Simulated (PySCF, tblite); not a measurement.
# C8H16Si: geometry, infrared bands, NMR shifts and electronic excitations, part 2 of 2

tblite 0.8.0 and PySCF 2.14.0. Atoms count from 0. The steps go on from the part before.

## 5. Shielding tensors: PBE0/pcSseg-1

The job: settings as JSON, then the geometry in Å.

```
{"job": {"kind": "nmr", "xc": "PBE0", "basis": "pcSseg-1"}, "charge": 0, "multiplicity": 1}
C     -2.061623     1.518075     1.651942
C     -1.650749     0.782188     0.614339
C     -2.500146    -0.284019    -0.018300
C     -1.758826    -1.621597    -0.046804
C     -0.394136    -1.483069    -0.708845
C      0.469812    -0.415912    -0.034867
C      1.837236    -0.290595    -0.708080
Si     3.055229     0.911053     0.096225
C     -0.282328     0.922100     0.007335
H     -3.059049     1.389969     2.082412
H     -1.416053     2.277605     2.102440
H     -3.462885    -0.375822     0.507423
H     -2.726803     0.015158    -1.059338
H     -1.626503    -1.978769     0.989487
H     -2.364142    -2.382186    -0.565574
H      0.137450    -2.449348    -0.700458
H     -0.525250    -1.210836    -1.773308
H      0.627780    -0.731072     1.014250
H      2.329074    -1.278792    -0.733520
H      1.710923     0.009641    -1.764698
H      3.052535     0.737064     1.583431
H      4.436765     0.643988    -0.412113
H      2.724925     2.338519    -0.205217
H      0.297937     1.680491     0.557314
H     -0.383884     1.291013    -1.032032
```

With the program's defaults for keys left out, this is: GIAO PBE0/pcSseg-1 NMR shielding, non-relativistic, gas phase.

The program printed:

```text
coarse grid: 20232 points
cycle   1  E = -603.2892361383  dE =  7.842e-01  |g| = 4.517e-01  |ddm| = 4.392e+00
cycle   2  E = -603.2795672778  dE =  9.669e-03  |g| = 4.995e-01  |ddm| = 9.330e-01
cycle   3  E = -603.3464824456  dE = -6.692e-02  |g| = 5.469e-02  |ddm| = 5.427e-01
cycle   4  E = -603.3469013861  dE = -4.189e-04  |g| = 3.559e-02  |ddm| = 9.406e-02
cycle   5  E = -603.3472008836  dE = -2.995e-04  |g| = 9.856e-03  |ddm| = 3.732e-02
cycle   6  E = -603.3472233463  dE = -2.246e-05  |g| = 3.016e-03  |ddm| = 1.042e-02
cycle   7  E = -603.3472255819  dE = -2.236e-06  |g| = 2.608e-04  |ddm| = 3.064e-03
final grid: 187544 points
cycle   8  E = -603.4037656387  dE = -5.751e-05  |g| = 9.146e-03  |ddm| = 4.095e-02
cycle   9  E = -603.4037519559  dE =  1.368e-05  |g| = 1.169e-02  |ddm| = 2.080e-02
cycle  10  E = -603.4037876666  dE = -3.571e-05  |g| = 1.739e-03  |ddm| = 1.255e-02
cycle  11  E = -603.4037883922  dE = -7.256e-07  |g| = 3.540e-04  |ddm| = 1.748e-03
cycle  12  E = -603.4037884216  dE = -2.939e-08  |g| = 1.027e-04  |ddm| = 3.638e-04
cycle  13  E = -603.4037884240  dE = -2.343e-09  |g| = 3.407e-05  |ddm| = 1.362e-04
cycle  14  E = -603.4037884243  dE = -2.851e-10  |g| = 3.304e-06  |ddm| = 3.927e-05
converged SCF energy = -603.4037884243

GIAO shielding tensors (ppm)
atom      isotropic    diamagn.    paramagn.     s11        s22        s33       span
  0 C       69.049     251.095    -182.045    -30.704    100.272    137.581    168.285
  1 C       27.400     261.332    -233.932    -97.335     18.261    161.273    258.608
  2 C      146.668     245.393     -98.725    141.508    142.565    155.932     14.423
  3 C      154.177     246.435     -92.258    149.655    153.517    159.358      9.703
  4 C      144.372     247.603    -103.231    133.754    138.970    160.393     26.639
  5 C      144.498     248.628    -104.130    136.713    146.026    150.756     14.043
  6 C      167.419     249.781     -82.362    152.574    155.959    193.725     41.151
  7 Si     418.681     878.869    -460.187    386.312    402.559    467.174     80.862
  8 C      139.793     249.371    -109.578    129.053    136.793    153.532     24.478
  9 H       26.282      29.445      -3.163     23.286     24.634     30.926      7.640
 10 H       26.291      31.325      -5.034     23.324     24.522     31.027      7.703
 11 H       29.146      29.913      -0.766     24.910     27.802     34.727      9.817
 12 H       29.380      29.079       0.301     26.519     27.022     34.598      8.079
 13 H       30.003      30.546      -0.543     26.135     28.437     35.438      9.303
 14 H       29.606      28.633       0.973     24.319     27.693     36.804     12.485
 15 H       29.680      31.664      -1.984     24.698     29.355     34.988     10.291
 16 H       30.326      32.103      -1.777     26.368     30.224     34.385      8.017
 17 H       30.173      34.878      -4.705     26.739     30.265     33.514      6.775
 18 H       30.488      30.861      -0.373     24.745     29.773     36.944     12.199
 19 H       30.809      31.361      -0.552     26.519     30.215     35.692      9.173
 20 H       27.452      28.907      -1.455     24.127     25.992     32.237      8.110
 21 H       27.398      27.492      -0.094     23.913     24.998     33.283      9.369
 22 H       27.250      28.708      -1.457     23.569     26.200     31.982      8.413
 23 H       29.044      34.952      -5.908     23.527     30.903     32.702      9.175
 24 H       29.817      32.831      -3.014     26.695     29.384     33.372      6.677
```

Wall time 68 s (1 thread of Arm Neoverse V2, shared host); peak memory 1.2 GiB.

Shifts follow as δ = σ(reference) − σ, with reference shieldings (ppm) from runs at the same level and on the same kind of geometry: 1H TMS 31.27, 13C TMS 184.4, 29Si TMS 352.0. The references are single molecules in the gas phase. Atoms listed in one row are averaged.

```csv
atoms,environment,σ (ppm),δ (ppm),δ scaled to CDCl3
C1,fully substituted alkene carbon,27.4,157.0,152.0
C0,terminal =CH2 carbon,69.0,115.4,111.5
C8,allylic sp3 CH2,139.8,44.6,42.8
C4,sp3 CH2 in a ring,144.4,40.0,38.4
C5,sp3 CH in a ring,144.5,39.9,38.2
C2,allylic sp3 CH2,146.7,37.7,36.1
C3,sp3 CH2 in a ring,154.2,30.2,28.9
C6,sp3 CH2 bonded to Si,167.4,17.0,16.0
H9,hydrogen on a terminal =CH2 carbon,26.28,4.99,4.94
H10,hydrogen on a terminal =CH2 carbon,26.29,4.98,4.93
"H20, H21, H22",hydrogen on a silicon bonded to C,27.37,3.90,–
H23,hydrogen on an allylic sp3 CH2,29.04,2.22,2.32
H11,hydrogen on an allylic sp3 CH2,29.15,2.12,2.23
H12,hydrogen on an allylic sp3 CH2,29.38,1.89,2.00
H14,hydrogen on an sp3 CH2 in a ring,29.61,1.66,1.79
H15,hydrogen on an sp3 CH2 in a ring,29.68,1.59,1.72
H24,hydrogen on an allylic sp3 CH2,29.82,1.45,1.59
H13,hydrogen on an sp3 CH2 in a ring,30.00,1.26,1.41
H17,hydrogen on an sp3 CH in a ring,30.17,1.09,1.25
H16,hydrogen on an sp3 CH2 in a ring,30.33,0.94,1.11
H18,hydrogen on an sp3 CH2 bonded to Si,30.49,0.78,0.95
H19,hydrogen on an sp3 CH2 bonded to Si,30.81,0.46,0.65
Si7,"silicon bonded to C, 3 H",418.7,-66.7,–
```

The scaled column applies a straight-line fit of computed shieldings to shifts measured in CDCl3 (root-mean-square error 0.21 ppm for H, 2.0 ppm for C).

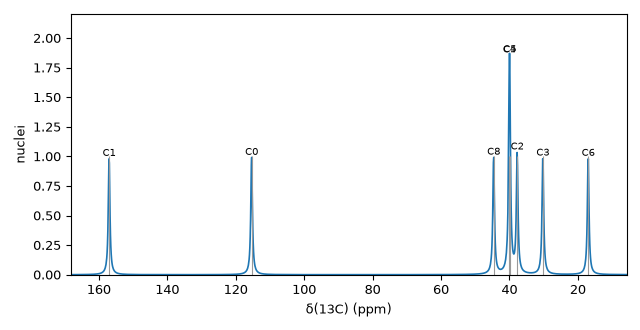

13C lines at the computed shifts, without couplings. Lines are broadened to a width of 0.56 ppm (Lorentzian).

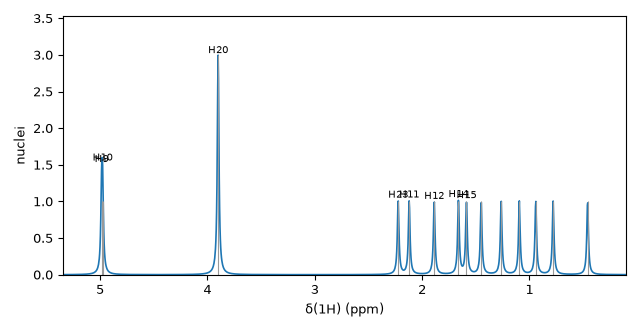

1H lines at the computed shifts, without couplings. Lines are broadened to a width of 0.02 ppm (Lorentzian).

Charges from the same density, by scheme (e):

```csv
atoms,Mulliken,IAO,Hirshfeld,ESP fit
C0,-0.09,-0.34,-0.12,-0.64
C1,-0.42,0.03,0.01,0.20
C2,-0.09,-0.26,-0.07,-0.23
C3,-0.20,-0.25,-0.07,0.13
C4,-0.17,-0.25,-0.07,-0.32
C5,-0.34,-0.09,-0.02,0.40
C6,-0.45,-0.53,-0.15,-0.50
Si7,0.46,0.57,0.30,0.42
C8,-0.04,-0.26,-0.07,-0.30
```

Hirshfeld charges:

C0 -0.12; C1 0.01; C2 -0.07; C3 -0.07; C4 -0.07; C5 -0.02; C6 -0.15; Si7 0.30; C8 -0.07; H9 0.04; H10 0.04; H11 0.04; H12 0.04; H13 0.03; H14 0.04; H15 0.04; H16 0.03; H17 0.03; H18 0.04; H19 0.04; H20 -0.08; H21 -0.08; H22 -0.08; H23 0.04; H24 0.04

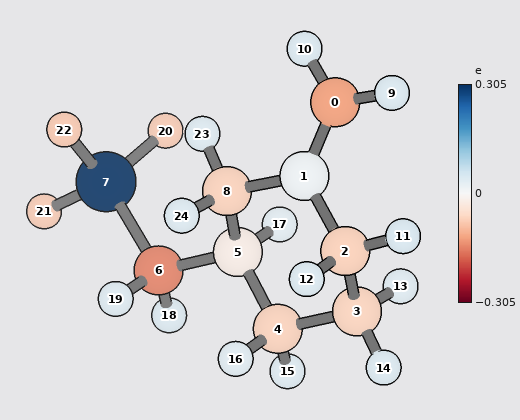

Hirshfeld charges, as colours on the atoms.

Mayer bond orders: C0–C1 2.01, C1–C2 1.02, C2–C3 1.02, C3–C4 1.04, C4–C5 1.00, C5–C6 1.02, C6–Si7 0.92, C5–C8 0.97, C8–C1 1.03.

Ring of atoms C1, C2, C3, C4, C5, C8: NICS(0) -2.2, NICS(1) -2.6, NICS(1)zz 2.6 ppm (means of both faces).

The fields below are evaluated on a grid from the run's orbitals.

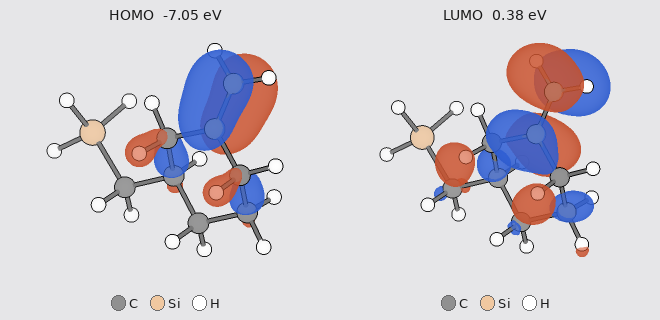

Frontier orbitals at PBE0/pcSseg-1; each surface holds 70 % of the orbital's density, blue and red mark the sign.

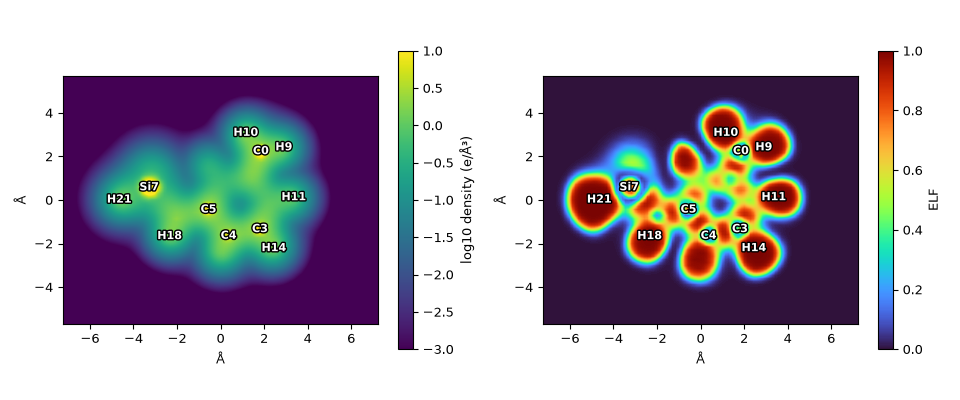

Density (left) and ELF (right) in a plane through or near 11 of the atoms.

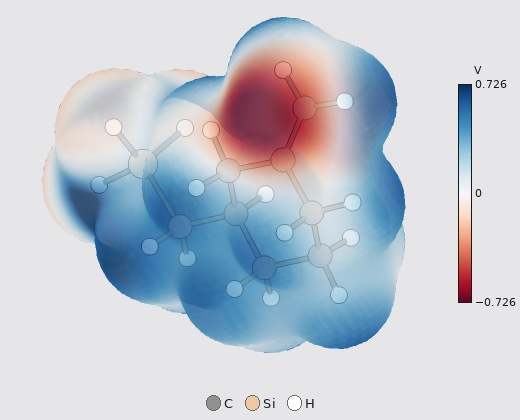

The potential that a unit positive charge feels on the 0.002 e/bohr³ surface, from -0.70 V near C0 to 0.73 V near H18.

## 6. TDDFT and polarisability: wB97X-D/def2-SVPD

The job, as its differences from that of step 5:

```diff
@@ -1,2 +1,2 @@
-{"job": {"kind": "nmr", "xc": "PBE0", "basis": "pcSseg-1"}, "charge": 0, "multiplicity": 1}
+{"job": {"kind": "uv", "xc": "wB97X-D", "basis": "def2-SVPD", "ip": true}, "charge": 0, "multiplicity": 1}
 C     -2.061623     1.518075     1.651942
```

Method: TDDFT wB97X-D/def2-SVPD, vertical, gas phase, core orbitals frozen in the response.

The program printed:

```text
coarse grid: 20232 points
cycle   1  E = -603.4378088635  dE =  1.083e+00  |g| = 3.093e-01  |ddm| = 9.494e+00
cycle   2  E = -603.4607015647  dE = -2.289e-02  |g| = 1.795e-01  |ddm| = 1.389e+00
cycle   3  E = -603.4690487954  dE = -8.347e-03  |g| = 3.791e-02  |ddm| = 4.990e-01
cycle   4  E = -603.4694924143  dE = -4.436e-04  |g| = 1.049e-02  |ddm| = 1.847e-01
cycle   5  E = -603.4695222141  dE = -2.980e-05  |g| = 2.778e-03  |ddm| = 4.442e-02
cycle   6  E = -603.4695246493  dE = -2.435e-06  |g| = 7.585e-04  |ddm| = 1.613e-02
final grid: 187544 points
cycle   7  E = -603.5614014375  dE = -1.492e-04  |g| = 3.488e-03  |ddm| = 3.351e-01
cycle   8  E = -603.5614046910  dE = -3.253e-06  |g| = 1.904e-03  |ddm| = 3.695e-02
cycle   9  E = -603.5614054721  dE = -7.811e-07  |g| = 7.869e-04  |ddm| = 7.379e-03
cycle  10  E = -603.5614056391  dE = -1.671e-07  |g| = 2.466e-04  |ddm| = 3.185e-03
cycle  11  E = -603.5614056545  dE = -1.539e-08  |g| = 5.643e-05  |ddm| = 6.810e-04
cycle  12  E = -603.5614056556  dE = -1.038e-09  |g| = 1.340e-05  |ddm| = 2.441e-04
cycle  13  E = -603.5614056557  dE = -8.458e-11  |g| = 4.993e-06  |ddm| = 8.428e-05
converged SCF energy = -603.5614056557

Static polarisability (au): isotropic 121.771, principal 99.155 127.751 138.406

Singlet excitations
state   eV       nm        f      main configurations
  1   7.0098    176.9   0.37068   H->L 0.82, H->L+1 0.09
  2   7.2035    172.1   0.07645   H->L+3 0.39, H->L+1 0.32, H->L+2 0.14
  3   7.7695    159.6   0.00137   H-1->L 0.36, H-3->L 0.13, H-2->L 0.11
  4   8.0614    153.8   0.02055   H->L+1 0.25, H->L+6 0.14, H->L+7 0.09
  5   8.1406    152.3   0.00229   H->L+4 0.43, H->L+5 0.14, H->L+3 0.10
  6   8.1875    151.4   0.09438   H->L+5 0.52
  7   8.2892    149.6   0.03118   H-1->L 0.21, H-1->L+1 0.16, H-2->L 0.09
  8   8.3249    148.9   0.00444   H-2->L 0.31, H-1->L+1 0.15, H-3->L 0.13
  9   8.5334    145.3   0.01489   H->L+2 0.13, H->L+7 0.13, H->L+9 0.11
 10   8.6518    143.3   0.00184   H-1->L+1 0.21, H-3->L 0.16, H-1->L 0.12

Triplet excitations (Tamm-Dancoff, eV): 4.4201 7.1557 7.4507 7.8482
Vertical ionisation energy (delta-SCF) = 8.9828 eV
```

Wall time 4.6 min (1 thread of Arm Neoverse V2, shared host); peak memory 1.6 GiB.

Frontier orbitals and where they lie:

```csv
orbital,eV,atoms
HOMO−3,-10.95,"Si7 12 %, C6 11 %, C2 11 %"
HOMO−2,-10.77,"C6 12 %, C8 12 %, C5 12 %"
HOMO−1,-10.11,"C6 20 %, Si7 14 %, C4 14 %"
HOMO,-8.89,"C0 37 %, C1 30 %, C8 6 %"
LUMO,1.97,"C0 17 %, C1 16 %, Si7 6 %"
LUMO+1,2.17,"Si7 34 %, C0 8 %, C1 8 %"
LUMO+2,2.57,"Si7 25 %, C6 10 %, H22 9 %"
```

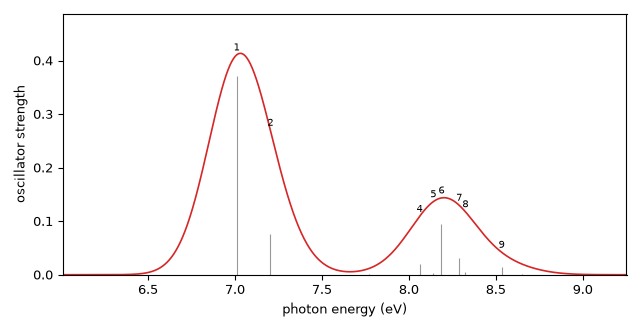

Absorption spectrum from the 10 singlet states computed; above the last one it falls off for lack of states. Lines are broadened to a width of 0.40 eV (Gaussian).

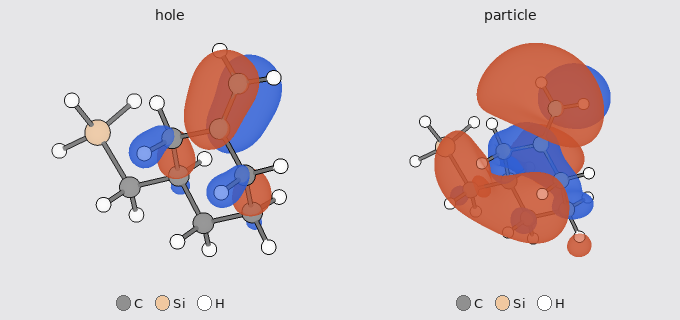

Leading natural transition orbitals of singlet state 1: the electron leaves the hole (left) for the particle orbital (right).

Further results of this job:

| property | computed |
| --- | --- |
| dipole moment (D) | 1.26 |
| polarisability (Å³) | 18.04 |
| HOMO–LUMO gap (eV) | 10.86 |
| −ε(HOMO) (eV) | 8.89 |

## 7. Shielding tensors: KT2/pcSseg-1

The job, as its differences from that of step 6:

```diff
@@ -1,2 +1,2 @@
-{"job": {"kind": "uv", "xc": "wB97X-D", "basis": "def2-SVPD", "ip": true}, "charge": 0, "multiplicity": 1}
+{"job": {"kind": "nmr", "xc": "KT2", "basis": "pcSseg-1", "pop": false}, "charge": 0, "multiplicity": 1}
 C     -2.061623     1.518075     1.651942
```

Method: GIAO KT2/pcSseg-1 NMR shielding, non-relativistic, gas phase.

The program printed:

```text
coarse grid: 20232 points
cycle   1  E = -611.8855047984  dE =  5.685e-01  |g| = 6.073e-01  |ddm| = 4.479e+00
cycle   2  E = -611.7508053754  dE =  1.347e-01  |g| = 9.220e-01  |ddm| = 1.647e+00
cycle   3  E = -611.9906084792  dE = -2.398e-01  |g| = 1.376e-01  |ddm| = 1.152e+00
cycle   4  E = -611.9942228351  dE = -3.614e-03  |g| = 7.314e-02  |ddm| = 2.257e-01
cycle   5  E = -611.9956512581  dE = -1.428e-03  |g| = 1.727e-02  |ddm| = 7.558e-02
cycle   6  E = -611.9957214949  dE = -7.024e-05  |g| = 6.925e-03  |ddm| = 2.416e-02
cycle   7  E = -611.9957337282  dE = -1.223e-05  |g| = 8.092e-04  |ddm| = 7.873e-03
cycle   8  E = -611.9957338910  dE = -1.628e-07  |g| = 3.283e-04  |ddm| = 1.364e-03
final grid: 187544 points
cycle   9  E = -612.0208268177  dE = -3.136e-04  |g| = 1.951e-02  |ddm| = 7.437e-02
cycle  10  E = -612.0206860730  dE =  1.407e-04  |g| = 2.880e-02  |ddm| = 4.587e-02
cycle  11  E = -612.0208996762  dE = -2.136e-04  |g| = 6.363e-03  |ddm| = 3.539e-02
cycle  12  E = -612.0209089084  dE = -9.232e-06  |g| = 2.472e-03  |ddm| = 8.139e-03
cycle  13  E = -612.0209105565  dE = -1.648e-06  |g| = 3.859e-04  |ddm| = 2.285e-03
cycle  14  E = -612.0209105946  dE = -3.813e-08  |g| = 1.094e-04  |ddm| = 5.762e-04
cycle  15  E = -612.0209105975  dE = -2.880e-09  |g| = 2.440e-05  |ddm| = 1.327e-04
cycle  16  E = -612.0209105977  dE = -1.617e-10  |g| = 6.460e-06  |ddm| = 3.461e-05
converged SCF energy = -612.0209105977

GIAO shielding tensors (ppm)
atom      isotropic    diamagn.    paramagn.     s11        s22        s33       span
  0 C       77.306     251.277    -173.972     -8.870    105.717    135.069    143.939
  1 C       35.652     261.581    -225.929    -74.148     24.390    156.714    230.862
  2 C      144.221     248.125    -103.904    139.291    139.815    153.558     14.267
  3 C      150.790     248.540     -97.750    145.191    149.885    157.294     12.103
  4 C      141.195     249.411    -108.216    129.787    135.731    158.067     28.280
  5 C      139.456     250.380    -110.923    131.454    141.096    145.819     14.365
  6 C      165.026     250.350     -85.324    149.265    153.092    192.722     43.457
  7 Si     431.788     881.998    -450.211    398.991    416.472    479.900     80.909
  8 C      137.094     251.959    -114.866    126.067    134.063    151.151     25.084
  9 H       26.394      29.250      -2.856     23.616     24.773     30.793      7.177
 10 H       26.399      31.666      -5.267     23.718     24.673     30.807      7.089
 11 H       29.043      29.650      -0.607     25.097     27.800     34.232      9.134
 12 H       29.155      29.477      -0.321     26.353     26.989     34.124      7.771
 13 H       29.781      31.097      -1.316     26.048     28.406     34.888      8.840
 14 H       29.372      28.344       1.028     24.266     27.640     36.209     11.942
 15 H       29.469      31.750      -2.281     24.843     29.197     34.367      9.524
 16 H       30.196      32.640      -2.444     26.459     30.224     33.904      7.445
 17 H       29.933      35.592      -5.660     26.791     30.176     32.831      6.040
 18 H       30.278      30.924      -0.647     24.757     29.691     36.385     11.629
 19 H       30.629      31.687      -1.058     26.544     30.197     35.146      8.602
 20 H       27.356      29.236      -1.880     24.159     25.867     32.043      7.884
 21 H       27.287      27.561      -0.274     23.927     24.931     33.003      9.076
 22 H       27.127      28.973      -1.846     23.520     26.081     31.779      8.259
 23 H       28.875      35.451      -6.576     23.641     30.825     32.159      8.518
 24 H       29.596      33.332      -3.737     26.559     29.416     32.812      6.252
```

Wall time 72 s (1 thread of Arm Neoverse V2, shared host); peak memory 0.98 GiB.

Key values: δ C1 147.6, C0 105.9, C8 46.1, C5 43.8, H9 4.79, H10 4.78 ppm.

## 8. Comparing the runs: NMR shifts

Shifts (ppm) of some atoms, chosen among heavy atoms and hydrogens apart, with basis size and wall time:

```csv
run,C1,C0,C5,C3,H9,H10,Si7,functions,time
PBE0/pcSseg-1,157.0,115.4,39.9,30.2,4.99,4.98,-66.7,240,68 s
KT2/pcSseg-1,147.6,105.9,43.8,32.4,4.79,4.78,-70.7,240,72 s
```

## 9. Summary of results

The summary covers parts 1 to 2.

```
                                                              quantity                                                                                   value
                             strongest single infrared mode (GFN2-xTB)                                                                   2252 cm⁻¹, 415 km/mol
                                          zero-point energy (GFN2-xTB)                                                                          134.1 kcal/mol
                                                           point group                                                                                      C1
                                  rotational constants (main isotopes)                                                                    2.28, 0.80, 0.63 GHz
                                13C shifts against TMS (PBE0/pcSseg-1)                                    157.0, 115.4, 44.6, 40.0, 39.9, 37.7, 30.2, 17.0 ppm
1H shifts against TMS (PBE0/pcSseg-1, means over atoms taken as alike)  4.99, 4.98, 3.90, 2.22, 2.12, 1.89, 1.66, 1.59, 1.45, 1.26, 1.09, 0.94, 0.78, 0.46 ppm
                               29Si shifts against TMS (PBE0/pcSseg-1)                                                                               -66.7 ppm
                                 surface potential, least and greatest                                                                      -0.70 V and 0.73 V
                                    lowest singlet (wB97X-D/def2-SVPD)                                                             7.01 eV (177 nm), f = 0.371
                                                        lowest triplet                                                                                 4.42 eV
                                     vertical ionisation energy (ΔSCF)                                                                                 8.98 eV
                                              range of the shift of C0                                                                      105.9 to 115.4 ppm
```

Over 113 steps the energy fell by 0.104 eV; of the close pairs, Si7–H22 changed most, 1.488 to 1.465 Å (GFN2-xTB). No mode is imaginary among the 69: a minimum at this level. The strongest single mode, at 2252 cm⁻¹, moves mainly H22. Unscaled tight-binding wavenumbers are off by several per cent, some by more. Its intensities can rank the bands wrongly. The optimisation took 6 steps and gained 0.210 eV; among the close pairs (by a distance rule), Si7–H20 changed most, from 1.463 to 1.497 Å (PBE0/def2-SVP). No frequency check was run at this level, so the end point may be a saddle. The most deshielded carbon is C1 (fully substituted alkene carbon), at 157.0 ppm: as expected for a trigonal carbon in a double bond. At PBE0/pcSseg-1: The largest span, 259 ppm, is at C1, where the paramagnetic term is -234 ppm. The first singlet state (HOMO→LUMO 0.82, HOMO→LUMO+1 0.09) lies at 7.01 eV and is bright. The lowest triplet lies 2.59 eV below the lowest singlet (triplets in Tamm-Dancoff, singlets in full TDDFT). At wB97X-D/def2-SVPD, the highest states lie near or above the ionisation energy, where they hang on the basis. ΔSCF puts the ionisation energy at 8.98 eV, 0.09 eV above −ε(HOMO). In ppm, C0 moves most: its shift spreads over 9.4 ppm, from 105.9 (KT2/pcSseg-1) to 115.4 (PBE0/pcSseg-1).
